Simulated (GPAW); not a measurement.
## Mg2Si (Fm-3m): one start, several treatments of the self-energy

How much does the gap of Mg2Si (Fm-3m) depend on the approximation to the self-energy?

Method: PBE and many-body steps on it, plane waves, in GPAW 26.7.0.

## Step 1: The starting structure

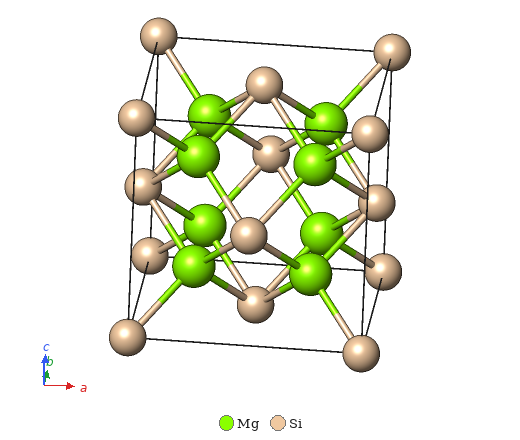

Start, viewed slightly off an axis; magnesium green, silicon light orange. This picture shows the conventional cell, with its axes. Some periodic images of atoms are drawn too.

As a file:

```xyz
3
Lattice="0.0000 3.1750 3.1750 3.1750 0.0000 3.1750 3.1750 3.1750 0.0000" Properties=species:S:1:pos:R:3 pbc="T T T"
Mg    1.5875    1.5875    1.5875
Mg    4.7625    4.7625    4.7625
Si    0.0000    0.0000    0.0000
```

The cell and positions come from the Crystallography Open Database and are kept as given unless a step says otherwise.

## Step 2: Empty states on the mesh, 4×4×4 mesh, 277 bands

This step: GPAW 26.7.0; DFT, PBE, plane waves, PAW.

The sums over transitions need many empty states on a uniform mesh; this step solves for them.

File run.py:

```python
import json
import numpy as np
from gpaw.mpi import world
from gpaw import GPAW

calc = GPAW('gs.gpw').fixed_density(kpts={'size': (4, 4, 4), 'gamma': True},
    parallel={'domain': 1, 'band': 1},
    txt='nscf.txt')
calc.diagonalize_full_hamiltonian(nbands=277)
calc.write('full.gpw', mode='all')
res = {}
kpts = calc.get_ibz_k_points()
res['kpts'] = kpts
res['eigenvalues'] = [calc.get_eigenvalues(kpt=k) for k in range(len(kpts))]
res['n_electrons'] = calc.get_number_of_electrons()

if world.rank == 0:
    with open('result.json', 'w') as f:
        json.dump(res, f, default=lambda x: x.tolist())
```

Command:

```sh
mpirun -n 4 gpaw python run.py
```

Numbers of over 12 decimals in the logs are rounded to 6 here.

Output:

```text
Diagonalizing LCAO Hamiltonian
Converting LCAO to pw mode
convergence criteria:
- Maximum integral of absolute [eigenst]ate change: 4e-08 eV^2 / valence electron
maximum number of iterations: 100

SCF iterations
|iter     |     time |      energy | eigst |  dens |
|iter:   1|  |             | +0.91 |       |
|iter:   2|  |             | -1.02 |       |
|iter:   3|  |             | -2.07 |       |
|iter:   4|  |             | -3.40 |       |
|iter:   5|  |             | -4.28 |       |
|iter:   6|  |             | -5.48 |       |
|iter:   7|  |             | -6.32 |       |
|iter:   8|  |             | -7.47c|       |
SCF steps: 8
  __  _  _
 | _ |_)|_||  |
 |__||  | ||/\| - 26.7.0

Input parameters:
  mode=PW(ecut=450.000000),
  convergence={'density': 1e-06, 'bands': -3},
  gpts=array([24, 24, 24]),
  kpts=MonkhorstPack(size=(4, 4, 4), gamma=True),
  maxiter=100,
  nbands=19,
  occupations=Occupations(name='fermi-dirac', width=0.001, fixmagmom=False),
  parallel={'domain': 1, 'band': 1},
  xc=XC(name='PBE')
Matrix size: 1411x1411
# Writing to full.gpw (mode='all')
  [... matrices ...]

timing:  # [seconds]
  Total: 10.433  # ━━━━━━━━━━━━━━━━━━━━━━━━━━━━━━━━━━━━━━━━━━━━━━━━━━━━━━━━━━
```

It took 16 s on 4 MPI ranks of Arm Neoverse N1, shared host; peak memory 1.3 GiB; 65 s of CPU time.

This step gave:

```
gap                                                           : 0.2040 eV
k of the valence top                                          : 0, 0, 0
k of the conduction bottom                                    : 0.5, 0.5, 0
least direct gap                                              : 1.883 eV
k points computed                                             : 8
lowest point of the top converged band, above the valence top : 138.2261 eV
```

On this mesh the gap is 0.204 eV.

## Step 3: G0W0, Godby-Needs plasmon pole

Now the one-shot GW correction: screening in the RPA, then the self-energy of the levels asked for.

This step: G0W0 on PBE, plane waves, PAW.

File run.py:

```python
import json
import numpy as np
from gpaw.mpi import world
from gpaw.response.g0w0 import G0W0

gw = G0W0('full.gpw',
    filename='gw',
    kpts=[0, 5],
    bands=(10, 14),
    ecut=150,
    nbands=267,
    integrate_gamma='WS',
    ppa=True)
gw.calculate()
res = {mode: {k: v for k, v in r.items() if k != 'sigma_eskwn'}
       for mode, r in gw.all_results.items()}

if world.rank == 0:
    with open('result.json', 'w') as f:
        json.dump(res, f, default=lambda x: x.tolist())
```

Command:

```sh
mpirun -n 4 gpaw python run.py
```

Output:

```text
Using integrator: PointIntegrator
FrequencyGridDescriptor(from 0.000+0.000j to 0.000+27.211j eV, 2 points)
Nonperiodic BCs:  [False False False]
Using integrator: PointIntegrator
FrequencyGridDescriptor(from 0.000+0.000j to 0.000+27.211j eV, 2 points)
Nonperiodic BCs:  [False False False]
  ___  _ _ _
 |   || | | |
 | | || | | |
 |__ ||_____|
 |___|

BZ k-points: Symmetries present (total): 48

  [... matrices ...]
64 k-points: 4 x 4 x 4 Monkhorst-Pack grid + [1/8,1/8,1/8]
8 k-points in the irreducible part of the Brillouin zone
       k-points in crystal coordinates                weights
   0:     0.00000000    0.00000000    0.00000000          1/64
   1:     0.25000000    0.25000000    0.00000000          6/64
   2:     0.25000000    0.25000000    0.25000000          8/64
   3:     0.50000000    0.25000000   -0.25000000          6/64
   4:     0.50000000    0.25000000    0.25000000         12/64
   5:     0.50000000    0.50000000    0.00000000          3/64
   6:     0.50000000    0.50000000    0.25000000         24/64
   7:     0.50000000    0.50000000    0.50000000          4/64

Distributing spins, k-points and bands (1 x 2 x 4) over 4 processes
Number of blocks: 1

Quasi particle states:
k-points (IBZ indices): [0, 5]
Band range: (10, 14)
  [... matrices ...]
Computational parameters:
Plane wave cut-off: 150 eV
Number of bands: 267
Coulomb cutoff: None
Broadening: 0.1 eV

fxc modes: GW
Kernel: RPA
Using Godby-Needs plasmon-pole approximation:
  Fitting energy: i*E0, E0 = 1.000 Hartree
Summing all q:

Calculating screened Coulomb potential
No Coulomb truncation
FrequencyGridDescriptor(from 0.000+0.000j to 0.000+27.211j eV, 2 points)
Removing empty qpoint cache files...

Calculating chi0 body with:
    Ground state adapter containing:
    Number of spins: 1
    Number of kpoints: 64
    Number of irreducible kpoints: 8
    Number of completely occupied states: 12
    Number of partially occupied states: 12
    Occupied states memory: 2.53125 M / cpu

    Linear response parametrization:
    q_c: [0.0, 0.0, 0.0]
    Number of frequency points: 2
    Planewave cutoff: 150.0
    Number of bands: 267
    Number of planewaves: 283
    Broadening (eta): 1e-06
    comm.size: 4
    kncomm.size: 4
    blockcomm.size: 1

    Memory estimate of potentially large arrays:
        chi0_wGG: 2.444122 M / cpu
Integrating chi0 body.

Symmetries of q_c:
    Direct symmetries (Uq -> q): 48
    Indirect symmetries (TUq -> q): 0
In total 48 allowed symmetries.

  [... matrices ...]
8 groups of equivalent kpoints. 87.5% reduction.

Integral kind: response function
Integrating chi0 head and wings.

Symmetries of q_c:
    Direct symmetries (Uq -> q): 48
    Indirect symmetries (TUq -> q): 0
In total 48 allowed symmetries.

  [... matrices ...]
8 groups of equivalent kpoints. 87.5% reduction.

Integral kind: response function wings

Calculating chi0 body with:
    Ground state adapter containing:
    Number of spins: 1
    Number of kpoints: 64
    Number of irreducible kpoints: 8
    Number of completely occupied states: 12
    Number of partially occupied states: 12
    Occupied states memory: 2.53125 M / cpu

    Linear response parametrization:
[... the further q-points ...]

Results:
f:      Occupation numbers
eps:     KS-eigenvalues [eV]
vxc:     KS vxc [eV]
exx:     Exact exchange [eV]
sigma:   Self-energies [eV]
dsigma:  Self-energy derivatives
Z:       Renormalization factors
qp:      QP-energies [eV]

k-point 0 (0): (0.000, 0.000, 0.000)                GW
band       f     eps     vxc     exx   sigma  dsigma       Z      qp
                                                                   GW
  10   1.000   4.109 -11.334 -12.532   0.443  -0.322   0.757   3.537
  11   1.000   4.109 -11.334 -12.532   0.443  -0.322   0.757   3.538
  12   0.000   5.991 -11.117  -7.024  -4.153  -0.303   0.767   5.946
  13   0.000   6.677  -9.855  -5.880  -3.974  -0.321   0.757   6.678

k-point 1 (5): (0.500, 0.500, 0.000)                GW
band       f     eps     vxc     exx   sigma  dsigma       Z      qp
                                                                   GW
  10   1.000   2.166 -10.687 -12.832   1.299  -0.342   0.745   1.537
  11   1.000   2.166 -10.687 -12.832   1.299  -0.342   0.745   1.537
  12   0.000   4.313  -8.128  -4.841  -3.511  -0.284   0.779   4.139
  13   0.000   4.524  -9.799  -6.324  -3.506  -0.295   0.772   4.500
```

Elapsed: 2.9 min, on 4 MPI ranks; peak memory 1.4 GiB.

Numbers from this step:

```
G0W0 gap on the points computed              : 0.6013 eV
least direct G0W0 gap on the computed points : 2.408 eV
Z at the valence top                         : 0.7567
Z at the conduction bottom                   : 0.7789
starting gap on the mesh                     : 0.2040 eV
k of the valence top                         : 0, 0, 0
k of the conduction bottom                   : 0.5, 0.5, 0
```

The gap on the mesh goes from 0.20 eV to 0.60 eV, a correction of +0.40 eV.

## Step 4: G0W0, full frequency, Hilbert transform

run.py: that of step 3 with these lines changed.

```diff
@@ -12,3 +12,5 @@
     integrate_gamma='WS',
-    ppa=True)
+    frequencies={'type': 'nonlinear', 'domega0': 0.1, 'omega2': 15.0},
+    eta=0.1,
+    nblocksmax=True)
 gw.calculate()
```

Command:

```sh
mpirun -n 4 gpaw python run.py
```

Output:

```text
Using integrator: PointIntegrator
NonLinearFrequencyDescriptor(from 0.000 to 220.259 eV, 312 points)
Nonperiodic BCs:  [False False False]
Using integrator: PointIntegrator
NonLinearFrequencyDescriptor(from 0.000 to 220.259 eV, 312 points)
Nonperiodic BCs:  [False False False]
  ___  _ _ _
 |   || | | |
 | | || | | |
 |__ ||_____|
 |___|

BZ k-points: Symmetries present (total): 48

  [... matrices ...]
64 k-points: 4 x 4 x 4 Monkhorst-Pack grid + [1/8,1/8,1/8]
8 k-points in the irreducible part of the Brillouin zone
       k-points in crystal coordinates                weights
   0:     0.00000000    0.00000000    0.00000000          1/64
   1:     0.25000000    0.25000000    0.00000000          6/64
   2:     0.25000000    0.25000000    0.25000000          8/64
[...]
6:     0.50000000    0.50000000    0.25000000         24/64
   7:     0.50000000    0.50000000    0.50000000          4/64

Distributing spins, k-points and bands (1 x 2 x 4) over 1 process
Number of blocks: 4

Quasi particle states:
k-points (IBZ indices): [0, 5]
Band range: (10, 14)
  [... matrices ...]
Computational parameters:
Plane wave cut-off: 150 eV
Number of bands: 267
Coulomb cutoff: None
Broadening: 0.1 eV

fxc modes: GW
Kernel: RPA
Using full-frequency real axis integration
Summing all q:

Calculating screened Coulomb potential
No Coulomb truncation
NonLinearFrequencyDescriptor(from 0.000 to 220.259 eV, 312 points)
Removing empty qpoint cache files...

Calculating chi0 body with:
    Ground state adapter containing:
    Number of spins: 1
    Number of kpoints: 64
    Number of irreducible kpoints: 8
    Number of completely occupied states: 12
    Number of partially occupied states: 12
    Occupied states memory: 2.53125 M / cpu

    Linear response parametrization:
[...]
Number of frequency points: 312
    Planewave cutoff: 150.0
    Number of bands: 267
    Number of planewaves: 283
    Broadening (eta): 0.1
    comm.size: 4
    kncomm.size: 1
    blockcomm.size: 4

    Memory estimate of potentially large arrays:
        chi0_wGG: 95.320770 M / cpu
Integrating chi0 body.

Symmetries of q_c:
    Direct symmetries (Uq -> q): 48
    Indirect symmetries (TUq -> q): 0
In total 48 allowed symmetries.

  [... matrices ...]
8 groups of equivalent kpoints. 87.5% reduction.

Integral kind: spectral function
Integrating chi0 head and wings.

Symmetries of q_c:
    Direct symmetries (Uq -> q): 48
    Indirect symmetries (TUq -> q): 0
In total 48 allowed symmetries.

  [... matrices ...]
8 groups of equivalent kpoints. 87.5% reduction.

Integral kind: spectral function wings

Calculating chi0 body with:
    Ground state adapter containing:
    Number of spins: 1
    Number of kpoints: 64
    Number of irreducible kpoints: 8
    Number of completely occupied states: 12
    Number of partially occupied states: 12
    Occupied states memory: 2.53125 M / cpu

    Linear response parametrization:
[... the further q-points ...]

Results:
f:      Occupation numbers
eps:     KS-eigenvalues [eV]
vxc:     KS vxc [eV]
exx:     Exact exchange [eV]
sigma:   Self-energies [eV]
dsigma:  Self-energy derivatives
Z:       Renormalization factors
qp:      QP-energies [eV]

k-point 0 (0): (0.000, 0.000, 0.000)                GW
band       f     eps     vxc     exx   sigma  dsigma       Z      qp
                                                                   GW
  10   1.000   4.109 -11.334 -12.532   0.485  -0.353   0.739   3.582
  11   1.000   4.109 -11.334 -12.532   0.485  -0.353   0.739   3.582
  12   0.000   5.991 -11.117  -7.024  -4.079  -0.316   0.760   6.002
[...]
k-point 1 (5): (0.500, 0.500, 0.000)                GW
band       f     eps     vxc     exx   sigma  dsigma       Z      qp
                                                                   GW
[...]
12   0.000   4.313  -8.128  -4.841  -3.413  -0.299   0.770   4.216
  13   0.000   4.524  -9.799  -6.324  -3.438  -0.317   0.759   4.552
```

Wall time 7.9 min (4 MPI ranks); peak memory 3 GiB; 31 min of CPU time.

This step gave:

```yaml
g0w0_gap_on_the_points_computed: 0.6339 eV
least_direct_g0w0_gap_on_the_computed_points: 2.420 eV
z_at_the_valence_top: 0.7391
z_at_the_conduction_bottom: 0.7697
starting_gap_on_the_mesh: 0.2040 eV
k_of_the_valence_top: 0, 0, 0
k_of_the_conduction_bottom: 0.5, 0.5, 0
```

Against G0W0 in GPAW (4×4×4 mesh, 267 bands, screening to 150 eV, Godby-Needs plasmon pole), the gap moves by +0.033 eV.

## Step 5: G0W0, multipole

run.py: that of step 4 with these lines changed.

```diff
@@ -12,5 +12,3 @@
     integrate_gamma='WS',
-    frequencies={'type': 'nonlinear', 'domega0': 0.1, 'omega2': 15.0},
-    eta=0.1,
-    nblocksmax=True)
+    mpa={'npoles': 4, 'wrange': [0, 40], 'varpi': 20.0, 'eta0': 0.01, 'eta_rest': 1.0, 'alpha': 1})
 gw.calculate()
```

Command:

```sh
mpirun -n 4 gpaw python run.py
```

Output:

```text
Using integrator: PointIntegrator
FrequencyGridDescriptor(from 0.000+0.010j to 40.000+20.000j eV, 8 points)
Nonperiodic BCs:  [False False False]
Using integrator: PointIntegrator
FrequencyGridDescriptor(from 0.000+0.010j to 40.000+20.000j eV, 8 points)
Nonperiodic BCs:  [False False False]
  ___  _ _ _
 |   || | | |
 | | || | | |
 |__ ||_____|
 |___|

BZ k-points: Symmetries present (total): 48

  [... matrices ...]
64 k-points: 4 x 4 x 4 Monkhorst-Pack grid + [1/8,1/8,1/8]
8 k-points in the irreducible part of the Brillouin zone
[...]
GW
  10   1.000   4.109 -11.334 -12.532   0.503  -0.343   0.744   3.592
  11   1.000   4.109 -11.334 -12.532   0.503  -0.343   0.744   3.592
  12   0.000   5.991 -11.117  -7.024  -4.069  -0.325   0.755   6.010
[...]
k-point 1 (5): (0.500, 0.500, 0.000)                GW
band       f     eps     vxc     exx   sigma  dsigma       Z      qp
                                                                   GW
[...]
12   0.000   4.313  -8.128  -4.841  -3.417  -0.303   0.768   4.213
  13   0.000   4.524  -9.799  -6.324  -3.422  -0.316   0.760   4.564
```

Wall time 5.9 min (4 MPI ranks); peak memory 1.5 GiB.

This step gave:

```yaml
g0w0_gap_on_the_points_computed: 0.6214 eV
least_direct_g0w0_gap_on_the_computed_points: 2.418 eV
starting_gap_on_the_mesh: 0.2040 eV
k_of_the_valence_top: 0, 0, 0
k_of_the_conduction_bottom: 0.5, 0.5, 0
```

Against G0W0 in GPAW (4×4×4 mesh, 267 bands, screening to 150 eV, Godby-Needs plasmon pole), the gap moves by +0.020 eV.

## Step 6: The runs together

Times are wall times on 4 MPI ranks of Arm Neoverse N1, shared host, good to a factor of about two.

| run | mesh | bands | screening cutoff (eV) | DFT gap (eV) | gap on the mesh (eV) | direct (eV) | time |
| --- | --- | --- | --- | --- | --- | --- | --- |
| G0W0, Godby-Needs plasmon pole | 4×4×4 | 267 | 150 | 0.204 | 0.601 | 2.408 | 2.9 min |
| G0W0, full frequency, Hilbert transform | 4×4×4 | 267 | 150 | 0.204 | 0.634 | 2.420 | 7.9 min |
| G0W0, multipole | 4×4×4 | 267 | 150 | 0.204 | 0.621 | 2.418 | 5.9 min |

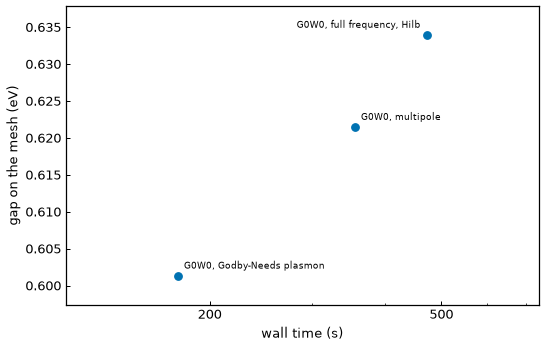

Result against wall time.

## Step 7: Summary of results

```yaml
g0w0_godby_needs_plasmon_pole: 0.601 eV
g0w0_full_frequency_hilbert_transform: 0.634 eV
g0w0_multipole: 0.621 eV
known_limits: not at the basis limit; coarse k mesh
```

G0W0, full frequency, Hilbert transform: +0.033 eV against G0W0, Godby-Needs plasmon pole. G0W0, multipole: +0.020 eV against G0W0, Godby-Needs plasmon pole. Bands and cutoff are finite, so the gap is not at the basis limit. The miss can reach some tenths of an eV and take either sign; the mesh is an error of its own. These stock PAW sets were not made for GW. In the G0W0 runs levels were corrected at 2 k points alone, so a gap called «on the mesh» is the least over those, and an edge elsewhere would be missed. The 4×4×4 mesh is coarse for this cell, which bears on the long-range parts of exchange and screening.

[Paths, hosts, dates, memory and timing lines, banners, echoed tables and standing remarks are left out of the program output.]

[Logs are printed without paths, hosts, clocks, repeated set-up lines and the standing remarks that a program may print on its own settings, such as how far it seeks lower states.]

[Runs of the session that timed out or met a known fault of the program may be left out.]

[Hosts, paths, dates, database ids (printed as entryN), source tags and the programs' standing remarks are cut or masked in the printed files.]
